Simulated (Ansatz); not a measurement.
# C4H3F3: up Jacob's ladder to CCSD(T)

How much do the methods differ for C4H3F3? The plan is to run it at one geometry with functionals of several rungs and with coupled cluster. The yardstick is the atomisation energy at the CCSD(T) limit.

Method: functionals in def2-TZVPP, the program's frozen cores in correlated methods; program: Ansatz 0.2.0, Gaussian basis.

The runs, in order: PBE-D4, r2SCAN-D4, PBE0-D4, B3LYP-D4, ωB97X-V, ωB97M-V, B2PLYP; CCSD(T)/def2-TZVPP; MP2/def2-QZVPP; extrapolation to the limit.

## 1. The relaxed structure

All runs share one geometry, relaxed beforehand with PBE0-D4 in a triple-zeta def2 set.

SMILES `C=C(F)/C(F)=C\F`, 10 atoms, charge 0, spin multiplicity 1.

Atoms are counted from 1 here; the program's logs count them from 0.

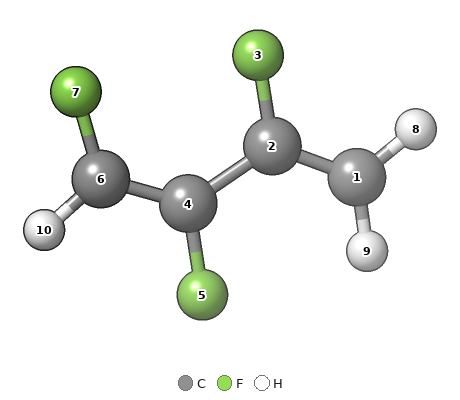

The geometry (carbon grey, fluorine green, hydrogen white); atoms are numbered from 1 in the order of the file.

## 2. PBE-D4 (GGA)

in.yaml reads:

```yaml
crystal:
  periodic: [false, false, false]
  atoms:
    - {symbol: C, position_ang: [-0.432908, -1.260492, 1.320858]}
    - {symbol: C, position_ang: [-0.142869, -0.729926, 0.141968]}
    - {symbol: F, position_ang: [-0.044669, -1.491430, -0.949959]}
    - {symbol: C, position_ang: [0.095144, 0.680285, -0.107883]}
    - {symbol: F, position_ang: [-0.003533, 1.447255, 0.987570]}
    - {symbol: C, position_ang: [0.390927, 1.306374, -1.244618]}
    - {symbol: F, position_ang: [0.522122, 0.685114, -2.406686]}
    - {symbol: H, position_ang: [-0.595065, -2.325222, 1.414198]}
    - {symbol: H, position_ang: [-0.508059, -0.629004, 2.192935]}
    - {symbol: H, position_ang: [0.544010, 2.377745, -1.285182]}
basis:
  gaussian: {orbitals: def2-TZVPP}
hamiltonian: {xc: pbe, dispersion: d4}
output: {forces: true, orbitals: {seedname: orbitals}}
```

Command:

```bash
ansatz run in.yaml --threads 4 --pin off --events-out ev --progress --plain --max-ram 10444MiB
```

Standard output, shortened:

```text
Functional definition: PBE
  name "PBE"
  cite "Perdew, Burke & Ernzerhof, Phys. Rev. Lett. 77, 3865 (1996) doi:10.1103/PhysRevLett.77.3865"
  parent pbe
[...]
1365 factors; their error is unknown
[...]
mean field -12337.89856290 eV, -453.4094092584 hartree, gradient 2.6e-5 eV, S^2 0.000000; 0 other end points of the search recorded, 0 dependent functions left out
[...]
reference -12337.89859750 eV, -453.4094105299 hartree; 27, 27 occupied and 232, 232 virtual orbitals, 1365 factors
Total energy: -12338.09336912 eV, -453.4165682552 hartree
Atom 0 at    -0.432908    -1.260492     1.320858 Å, force    -0.118289    -0.228114     0.472188 eV/Å
Atom 1 at    -0.142869    -0.729926     0.141968 Å, force     0.077589     0.519140    -0.036467 eV/Å
Atom 2 at    -0.044669    -1.491430    -0.949959 Å, force     0.054230    -0.468765    -0.638835 eV/Å
Atom 3 at     0.095144     0.680285    -0.107883 Å, force    -0.103080    -0.579962     0.131634 eV/Å
Atom 4 at    -0.003533     1.447255     0.987570 Å, force    -0.052230     0.459124     0.617371 eV/Å
Atom 5 at     0.390927     1.306374    -1.244618 Å, force     0.079947     0.459091    -0.092928 eV/Å
Atom 6 at     0.522122     0.685114    -2.406686 Å, force     0.081795    -0.321422    -0.678670 eV/Å
Atom 7 at    -0.595065    -2.325222     1.414198 Å, force    -0.037191    -0.217129     0.041529 eV/Å
Atom 8 at    -0.508059    -0.629004     2.192935 Å, force    -0.020541     0.113750     0.194118 eV/Å
Atom 9 at     0.544010     2.377745    -1.285182 Å, force     0.037770     0.264287    -0.009940 eV/Å
Dipole moment:    -0.010566     0.136849     0.157883 e Å
```

It took 2.9 s on 4 threads of Arm Neoverse V1, shared host; peak memory 0.32 GiB.

With the free atoms at this level, -12291.114 eV in sum, the atomisation energy is 46.980 eV. HOMO -5.96 eV, LUMO -2.13 eV.

## 3. r2SCAN-D4 (meta-GGA)

Edit in.yaml of step 2 so:

```diff
@@ -15,3 +15,3 @@
   gaussian: {orbitals: def2-TZVPP}
-hamiltonian: {xc: pbe, dispersion: d4}
+hamiltonian: {xc: r2scan, dispersion: d4}
 output: {forces: true, orbitals: {seedname: orbitals}}
```

Same command.

Standard output, shortened:

```text
Functional definition: r2SCAN
  name "r2SCAN"
  cite "Furness, Kaplan, Ning, Perdew & Sun, J. Phys. Chem. Lett. 11, 8208 (2020) doi:10.1021/acs.jpclett.0c02405"
  cite "Furness, Kaplan, Ning, Perdew & Sun, J. Phys. Chem. Lett. 11, 9248 (2020) doi:10.1021/acs.jpclett.0c03077"
  parent r2scan
[...]
1365 factors; their error is unknown
[...]
mean field -12345.06347309 eV, -453.6727148516 hartree, gradient 2.7e-5 eV, S^2 0.000000; 0 other end points of the search recorded, 0 dependent functions left out
[...]
reference -12345.06348265 eV, -453.6727152028 hartree; 27, 27 occupied and 232, 232 virtual orbitals, 1365 factors
Total energy: -12345.11300162 eV, -453.6745349915 hartree
Atom 0 at    -0.432908    -1.260492     1.320858 Å, force    -0.074975    -0.156776     0.290315 eV/Å
Atom 1 at    -0.142869    -0.729926     0.141968 Å, force     0.037047     0.397114     0.093107 eV/Å
Atom 2 at    -0.044669    -1.491430    -0.949959 Å, force     0.034681    -0.182415    -0.322162 eV/Å
Atom 3 at     0.095144     0.680285    -0.107883 Å, force    -0.056915    -0.471663    -0.037924 eV/Å
Atom 4 at    -0.003533     1.447255     0.987570 Å, force    -0.024911     0.206560     0.284544 eV/Å
Atom 5 at     0.390927     1.306374    -1.244618 Å, force     0.048179     0.384727     0.024270 eV/Å
Atom 6 at     0.522122     0.685114    -2.406686 Å, force     0.026759    -0.189275    -0.285430 eV/Å
Atom 7 at    -0.595065    -2.325222     1.414198 Å, force     0.003728     0.023114    -0.002917 eV/Å
Atom 8 at    -0.508059    -0.629004     2.192935 Å, force     0.003183    -0.013244    -0.027947 eV/Å
Atom 9 at     0.544010     2.377745    -1.285182 Å, force     0.003225     0.001859    -0.015855 eV/Å
Dipole moment:    -0.012276     0.141250     0.170368 e Å
```

It took 5.5 s on 4 threads of Arm Neoverse V1, shared host; peak memory 0.35 GiB.

With the free atoms at this level, -12299.938 eV in sum, the atomisation energy is 45.175 eV. HOMO -6.17 eV, LUMO -2.01 eV.

## 4. PBE0-D4 (hybrid)

Edit in.yaml of step 3 so:

```diff
@@ -15,3 +15,3 @@
   gaussian: {orbitals: def2-TZVPP}
-hamiltonian: {xc: r2scan, dispersion: d4}
-output: {forces: true, orbitals: {seedname: orbitals}}
+hamiltonian: {xc: pbe0, dispersion: d4}
+output: {orbitals: {seedname: orbitals}}
```

Launched as before.

Standard output:

```text
Functional definition: PBE0
  name "PBE0"
  cite "Adamo & Barone, J. Chem. Phys. 110, 6158 (1999) doi:10.1063/1.478522"
  cite "Perdew, Burke & Ernzerhof, Phys. Rev. Lett. 77, 3865 (1996) doi:10.1103/PhysRevLett.77.3865"
  parent pbe
  parameter a = 0.25
  parameter kappa = 0.804
  parameter beta = 0.06672455060314922
  exchange = (1 - a)*pbe_x(kappa = kappa, mu = beta*pi^2/3) + a*exact_x
  correlation = pbe_c(beta = beta)
1365 factors; their error is unknown
mean field evaluation 1: about -12332.8230 eV, gradient 5.0e1 eV
mean field evaluation 2: about -12332.1556 eV, gradient 4.8e1 eV
mean field evaluation 4: about -12337.9748 eV, gradient 3.1e0 eV
mean field evaluation 8: about -12337.9800 eV, gradient 1.5e-1 eV
mean field evaluation 16: about -12338.0172 eV, gradient 6.7e-5 eV
mean field -12338.01723538 eV, -453.4137703919 hartree, gradient 5.2e-5 eV, S^2 0.000000; 0 other end points of the search recorded, 0 dependent functions left out
reference -12338.01726098 eV, -453.4137713325 hartree; 27, 27 occupied and 232, 232 virtual orbitals, 1365 factors
Total energy: -12338.18003128 eV, -453.4197530307 hartree
```

Wall time 3.5 s (4 threads of Arm Neoverse V1, shared host); peak memory 0.62 GiB.

With the free atoms at this level, -12292.829 eV in sum, the atomisation energy is 45.351 eV. HOMO -7.11 eV, LUMO -1.27 eV.

## 5. B3LYP-D4 (hybrid)

B3LYP here takes the VWN-RPA correlation.

Edit in.yaml of step 4 so:

```diff
@@ -15,3 +15,3 @@
   gaussian: {orbitals: def2-TZVPP}
-hamiltonian: {xc: pbe0, dispersion: d4}
-output: {orbitals: {seedname: orbitals}}
+hamiltonian: {xc: {name: B3LYP}, dispersion: d4}
+output: {forces: true, orbitals: {seedname: orbitals}}
```

The command is unchanged.

Standard output, shortened:

```text
Functional definition: B3LYP
  name "B3LYP"
  cite "Stephens, Devlin, Chabalowski & Frisch, J. Phys. Chem. 98, 11623 (1994) doi:10.1021/j100096a001"
  cite "Becke, Phys. Rev. A 38, 3098 (1988) doi:10.1103/PhysRevA.38.3098"
  cite "Lee, Yang & Parr, Phys. Rev. B 37, 785 (1988) doi:10.1103/PhysRevB.37.785"
  cite "Vosko, Wilk & Nusair, Can. J. Phys. 58, 1200 (1980) doi:10.1139/p80-159"
[...]
1365 factors; their error is unknown
[...]
mean field -12350.93206661 eV, -453.8883816854 hartree, gradient 2.9e-5 eV, S^2 0.000000; 0 other end points of the search recorded, 0 dependent functions left out
[...]
reference -12350.93230498 eV, -453.8883904454 hartree; 27, 27 occupied and 232, 232 virtual orbitals, 1365 factors
Total energy: -12351.24318766 eV, -453.8998151733 hartree
Atom 0 at    -0.432908    -1.260492     1.320858 Å, force    -0.040981    -0.091840     0.154313 eV/Å
Atom 1 at    -0.142869    -0.729926     0.141968 Å, force    -0.022380     0.219240     0.283743 eV/Å
Atom 2 at    -0.044669    -1.491430    -0.949959 Å, force     0.029844    -0.263672    -0.355971 eV/Å
Atom 3 at     0.095144     0.680285    -0.107883 Å, force     0.027039    -0.202113    -0.293157 eV/Å
Atom 4 at    -0.003533     1.447255     0.987570 Å, force    -0.031638     0.265640     0.364100 eV/Å
Atom 5 at     0.390927     1.306374    -1.244618 Å, force    -0.005113     0.337430     0.277213 eV/Å
Atom 6 at     0.522122     0.685114    -2.406686 Å, force     0.043405    -0.192012    -0.377161 eV/Å
Atom 7 at    -0.595065    -2.325222     1.414198 Å, force     0.008111     0.074348     0.011120 eV/Å
Atom 8 at    -0.508059    -0.629004     2.192935 Å, force     0.000784    -0.067245    -0.054792 eV/Å
Atom 9 at     0.544010     2.377745    -1.285182 Å, force    -0.009070    -0.079776    -0.009408 eV/Å
Dipole moment:    -0.016633     0.140483     0.193335 e Å
```

It took 5.5 s on 4 threads of Arm Neoverse V1, shared host; peak memory 0.7 GiB.

With the free atoms at this level, -12306.480 eV in sum, the atomisation energy is 44.763 eV. HOMO -6.92 eV, LUMO -1.51 eV.

## 6. ωB97X-V (range-separated)

Edit in.yaml of step 5 so:

```diff
@@ -15,3 +15,3 @@
   gaussian: {orbitals: def2-TZVPP}
-hamiltonian: {xc: {name: B3LYP}, dispersion: d4}
-output: {forces: true, orbitals: {seedname: orbitals}}
+hamiltonian: {xc: {name: wB97X-V}}
+output: {orbitals: {seedname: orbitals}}
```

Launched as before.

Standard output, shortened:

```text
Functional definition: wB97X-V
  name "wB97X-V"
  cite "Mardirossian & Head-Gordon, Phys. Chem. Chem. Phys. 16, 9904 (2014) doi:10.1039/C3CP54374A"
  cite "Becke, J. Chem. Phys. 107, 8554 (1997) doi:10.1063/1.475007"
  cite "Vydrov & Van Voorhis, J. Chem. Phys. 133, 244103 (2010) doi:10.1063/1.3521275"
[...]
      + integral(e_c_pw_opposite_spin*poly(b97_u_opposite, cos0, cos1)) + vv10(b, c)
1365 factors; their error is unknown
300 factors; integrals over basis functions are off by at most 9.5e-6 eV
[...]
mean field -12346.77766315 eV, -453.7357101744 hartree, gradient 3.0e-5 eV, S^2 0.000000; 0 other end points of the search recorded, 0 dependent functions left out
reference -12346.77766146 eV, -453.7357101122 hartree; 27, 27 occupied and 232, 232 virtual orbitals, 1365 factors
Total energy: -12346.77766146 eV, -453.7357101122 hartree
```

Wall time 8.5 s (4 threads of Arm Neoverse V1, shared host); peak memory 0.77 GiB.

Atomisation energy: 44.774 eV (free atoms -12302.003 eV, run apart). HOMO -9.32 eV, LUMO 0.90 eV.

## 7. ωB97M-V (range-separated)

Edit in.yaml of step 6 so:

```diff
@@ -15,3 +15,3 @@
   gaussian: {orbitals: def2-TZVPP}
-hamiltonian: {xc: {name: wB97X-V}}
-output: {orbitals: {seedname: orbitals}}
+hamiltonian: {xc: {name: wB97M-V}}
+output: {forces: true, orbitals: {seedname: orbitals}}
```

Launched as before.

Standard output, shortened:

```text
Functional definition: wB97M-V
  name "wB97M-V"
  cite "Mardirossian & Head-Gordon, J. Chem. Phys. 144, 214110 (2016) doi:10.1063/1.4952647"
  cite "Becke, J. Chem. Phys. 107, 8554 (1997) doi:10.1063/1.475007"
  cite "Vydrov & Van Voorhis, J. Chem. Phys. 133, 244103 (2010) doi:10.1063/1.3521275"
  # Of w^i u^j: cxij and so on, Table III.
[...]
  gx(w, u) = 1 - cx + cx01*u + cx10*w
  gss(w, u) = css00 + css04*u^4 + css10*w + css20*w^2 + css43*w^4*u^3
  gos(w, u) = cos00 + cos10*w + (cos20 + cos21*u)*w^2 + (cos60 + cos61*u)*w^6
[...]
      + integral(e_c_pw_mod_opposite_spin*gos(b97_w_opposite, b97_u_opposite)) + vv10(b, c)
1365 factors; their error is unknown
300 factors; integrals over basis functions are off by at most 9.5e-6 eV
[...]
Atom 0 at    -0.432908    -1.260492     1.320858 Å, force     0.023165     0.056467    -0.083487 eV/Å
Atom 1 at    -0.142869    -0.729926     0.141968 Å, force    -0.131248    -0.268759     0.513723 eV/Å
Atom 2 at    -0.044669    -1.491430    -0.949959 Å, force     0.028213    -0.142056    -0.257770 eV/Å
Atom 3 at     0.095144     0.680285    -0.107883 Å, force     0.144868     0.300111    -0.560502 eV/Å
Atom 4 at    -0.003533     1.447255     0.987570 Å, force    -0.031591     0.157436     0.284238 eV/Å
Atom 5 at     0.390927     1.306374    -1.244618 Å, force    -0.073112     0.132770     0.494359 eV/Å
Atom 6 at     0.522122     0.685114    -2.406686 Å, force     0.030659    -0.185523    -0.303842 eV/Å
Atom 7 at    -0.595065    -2.325222     1.414198 Å, force     0.015379     0.077279    -0.026043 eV/Å
Atom 8 at    -0.508059    -0.629004     2.192935 Å, force     0.008307    -0.037251    -0.073469 eV/Å
Atom 9 at     0.544010     2.377745    -1.285182 Å, force    -0.014640    -0.090475     0.012792 eV/Å
Dipole moment:    -0.016063     0.141427     0.190933 e Å
```

Wall time 13 s (4 threads of Arm Neoverse V1, shared host); peak memory 0.9 GiB.

With the free atoms at this level, -12302.368 eV in sum, the atomisation energy is 44.903 eV. HOMO -9.23 eV, LUMO 0.82 eV.

## 8. B2PLYP (double hybrid)

Edit in.yaml of step 7 so:

```diff
@@ -15,3 +15,2 @@
   gaussian: {orbitals: def2-TZVPP}
-hamiltonian: {xc: {name: wB97M-V}}
-output: {forces: true, orbitals: {seedname: orbitals}}
+hamiltonian: {xc: {name: B2PLYP}}
```

Launched as before.

Standard output, shortened:

```text
Functional definition: B2PLYP
  name "B2PLYP"
  cite "Grimme, J. Chem. Phys. 124, 034108 (2006) doi:10.1063/1.2148954"
  cite "Becke, Phys. Rev. A 38, 3098 (1988) doi:10.1103/PhysRevA.38.3098"
  cite "Lee, Yang & Parr, Phys. Rev. B 37, 785 (1988) doi:10.1103/PhysRevB.37.785"
[...]
1650 factors; integrals over basis functions are off by at most 1.1e-3 eV
[...]
mean field -12330.79269075 eV, -453.1482732735 hartree, gradient 4.8e-6 eV, S^2 0.000000; 0 other end points of the search recorded, 0 dependent functions left out
7 core orbitals not correlated: weight in the atoms' cores, before any rotation towards them, 1.000 or more for the frozen orbitals, at most 0.000 for the correlated occupied ones
reference -12330.79284162 eV, -453.1482788181 hartree; 20, 20 occupied and 232, 232 virtual orbitals, 1650 factors
second order -44.47365669 eV of doubles, -0.00000000 eV of singles
Total energy: -12342.80072893 eV, -453.5895605374 hartree
```

Wall time 8 s (4 threads of Arm Neoverse V1, shared host); peak memory 0.72 GiB.

With the free atoms at this level, -12298.450 eV in sum, the atomisation energy is 44.351 eV.

## 9. Frontier levels by functional

Dipoles come from the runs that computed forces. Levels, from each run's orbital file:

```csv
functional,HOMO (eV),LUMO (eV),gap (eV),dipole (D)
PBE-D4,-5.96,-2.13,3.83,1.00
r2SCAN-D4,-6.17,-2.01,4.16,1.06
PBE0-D4,-7.11,-1.27,5.84,
B3LYP-D4,-6.92,-1.51,5.42,1.15
ωB97X-V,-9.32,0.90,10.22,
ωB97M-V,-9.23,0.82,10.05,1.14
```

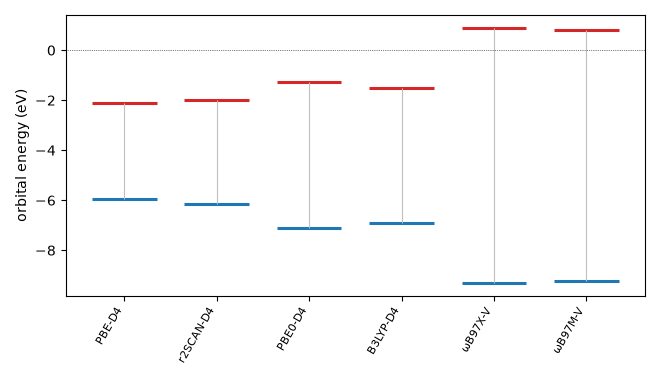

Highest occupied (blue) and lowest empty (red) level by functional.

## 10. CCSD(T) in def2-TZVPP

Edit in.yaml of step 8 so:

```diff
@@ -15,2 +15,2 @@
   gaussian: {orbitals: def2-TZVPP}
-hamiltonian: {xc: {name: B2PLYP}}
+correlation: {method: ccsd_t}
```

Launched as before.

Standard output, shortened:

```text
Functional definition: HF
  name "HF"
  cite "Fock, Z. Phys. 61, 126 (1930) doi:10.1007/BF01340294"
  parent pbe
[...]
1650 factors; integrals over basis functions are off by at most 1.1e-3 eV
[...]
mean field -12290.14811457 eV, -451.6546126488 hartree, gradient 2.4e-6 eV, S^2 0.000000; 0 other end points of the search recorded, 0 dependent functions left out; unrestricted orbitals would lower it
7 core orbitals not correlated: weight in the atoms' cores, before any rotation towards them, 1.000 or more for the frozen orbitals, at most 0.000 for the correlated occupied ones
reference -12290.14811457 eV, -451.6546126488 hartree; 20, 20 occupied and 232, 232 virtual orbitals, 1650 factors
second order -37.05820222 eV of doubles, -0.00000000 eV of singles
cycle   1  -36.68903614 eV  change    3.7e-1 eV  update   1.3e-1
[...]
cycle   9  -37.69049122 eV  change    8.7e-6 eV  update   4.4e-5
perturbative correction -1.47732932 eV, -0.0542908512 hartree
Total energy: -12329.31593511 eV, -453.0940035048 hartree
```

It took 6.3 min on 4 threads of Arm Neoverse V1, shared host; peak memory 7 GiB.

## 11. MP2 in def2-QZVPP

Edit in.yaml of step 10 so:

```diff
@@ -14,3 +14,3 @@
 basis:
-  gaussian: {orbitals: def2-TZVPP}
-correlation: {method: ccsd_t}
+  gaussian: {orbitals: "def2-QZVPP.json"}
+correlation: {method: mp2}
```

Same command.

Standard output:

```text
Functional definition: HF
  name "HF"
  cite "Fock, Z. Phys. 61, 126 (1930) doi:10.1007/BF01340294"
  parent pbe
  exchange = exact_x
  correlation = 0
3028 factors; integrals over basis functions are off by at most 9.9e-4 eV
mean field evaluation 1: about -12286.9353 eV, gradient 3.9e1 eV
mean field evaluation 2: about -12287.1436 eV, gradient 3.9e1 eV
mean field evaluation 4: about -12290.5980 eV, gradient 5.0e0 eV
mean field evaluation 8: about -12290.6743 eV, gradient 4.2e-1 eV
mean field -12290.67518142 eV, -451.6739819983 hartree, gradient 3.9e-6 eV, S^2 0.000000; 0 other end points of the search recorded, 0 dependent functions left out; unrestricted orbitals would lower it
mean field evaluation 16: about -12290.6858 eV, gradient 2.6e0 eV
7 core orbitals not correlated: weight in the atoms' cores, before any rotation towards them, 1.000 or more for the frozen orbitals, at most 0.000 for the correlated occupied ones
reference -12290.67518142 eV, -451.6739819983 hartree; 20, 20 occupied and 462, 462 virtual orbitals, 3028 factors
second order -40.13154869 eV of doubles, -0.00000000 eV of singles
Total energy: -12330.80673011 eV, -453.1487892104 hartree
```

It took 29 s on 4 threads of Arm Neoverse V1, shared host; peak memory 3.2 GiB.

The pieces so far (eV):

```csv
basis,HF,MP2 correlation,CCSD correlation,(T),total
def2-TZVPP,-12290.1481,-37.0582,-37.6905,-1.4773,-12329.3159
def2-QZVPP,-12290.6752,-40.1315,,,-12330.8067 (MP2)
```

The report of the def2-TZVPP run gives T1 = 0.0126.

## 12. Extrapolating to the complete basis

This step is arithmetic on the last runs, with X = 3 and 4: exp(−7.88√X) for Hartree-Fock, X^−2.97 for correlation; only MP2 was run in the larger set, so CCSD(T) minus MP2 is added from the smaller one.

```
  level  energy at the limit (eV)
     HF               -12290.7478
    MP2               -12333.1559
   CCSD               -12333.7882
CCSD(T)               -12335.2655
```

## 13. Atomisation energies

Free atoms (4 C, 3 F, 3 H) were run apart at each level; the atomisation energy is their sum less the molecule, without zero-point or spin-orbit terms.

Differences are taken before rounding.

| method | rung | atoms, summed (eV) | atomisation energy (eV) | from CCSD(T)/CBS (eV) | time |
| --- | --- | --- | --- | --- | --- |
| PBE-D4 | GGA | -12291.114 | 46.980 | +2.387 | 2.9 s |
| r2SCAN-D4 | meta-GGA | -12299.938 | 45.175 | +0.583 | 5.5 s |
| PBE0-D4 | hybrid | -12292.829 | 45.351 | +0.759 | 3.5 s |
| B3LYP-D4 | hybrid | -12306.480 | 44.763 | +0.170 | 5.5 s |
| ωB97X-V | range-separated | -12302.003 | 44.774 | +0.182 | 8.5 s |
| ωB97M-V | range-separated | -12302.368 | 44.903 | +0.310 | 13 s |
| B2PLYP | double hybrid | -12298.450 | 44.351 | -0.241 | 8 s |
| HF/def2-TZVPP | wavefunction | -12258.858 | 31.290 | -13.303 |  |
| MP2/def2-TZVPP | wavefunction | -12282.201 | 45.006 | +0.413 |  |
| CCSD/def2-TZVPP | wavefunction | -12285.405 | 42.434 | -2.159 |  |
| CCSD(T)/def2-TZVPP | wavefunction | -12285.906 | 43.410 | -1.183 | 6.3 min |
| MP2/CBS | wavefunction | -12286.968 | 46.188 | +1.596 |  |
| CCSD(T)/CBS | wavefunction | -12290.673 | 44.593 | 0 | 6.8 min |

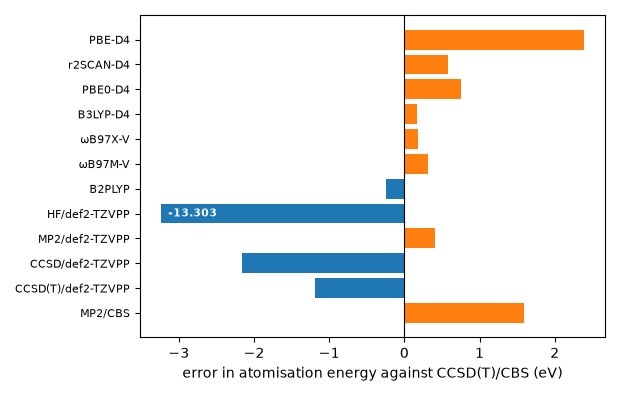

Error of each method against CCSD(T)/CBS. Bars with a number in them are cut short.

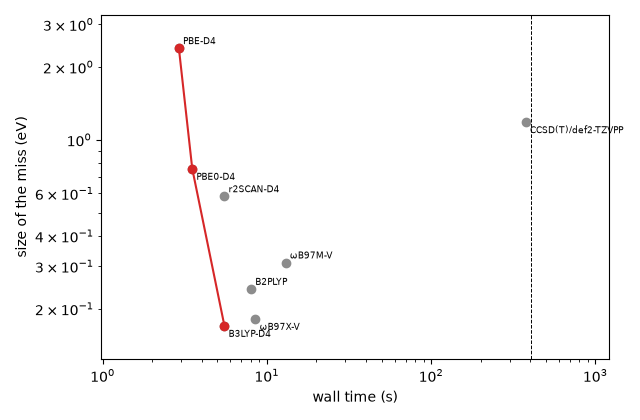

Accuracy for the time spent; red marks the levels that beat every quicker one drawn (of those quicker than the yardstick), and the dashed line is the time of CCSD(T)/CBS. Times are from a shared host.

B2PLYP carry no dispersion term (for B3LYP, D4 adds 0.311 eV).

Times are those of the molecule's run; HF, MP2 and CCSD come out of the CCSD(T) runs, and the limit's time is the sum of the runs that it needs.

## 14. Results

```
                               quantity                                 value
        atomisation energy, CCSD(T)/CBS                             44.593 eV
    functionals within 0.223 eV (0.5 %)                     B3LYP-D4, ωB97X-V
                               farthest                    PBE-D4 (+2.387 eV)
             mean size of error, hybrid                              0.465 eV
    mean size of error, range-separated                              0.246 eV
              gap, smallest and largest  3.83 eV (PBE-D4), 10.22 eV (ωB97X-V)
                          T1 diagnostic                                0.0126
triples share of the correlation energy                                 3.8 %
```

In words: PBE-D4 misses by +2.387 eV. Double hybrids carry the basis error of their MP2 part in triple zeta, and no dispersion term here, so their miss is partly the set-up's. The reference freezes the cores and leaves out relativity and excitations past (T), so misses under about 0.223 eV can't be ranked. Hartree-Fock recovers 70 % of the binding; the rest is correlation. Orbital gaps span 3.8 to 10.2 eV; exact exchange widens them. The restricted reference is unstable towards a spin-broken one.

For cost: B3LYP-D4 gets within 0.170 eV in 5.5 s, where CCSD(T)/CBS took 6.8 min; the quickest level in the cost chart, PBE-D4, takes 2.9 s and misses by 2.387 eV.
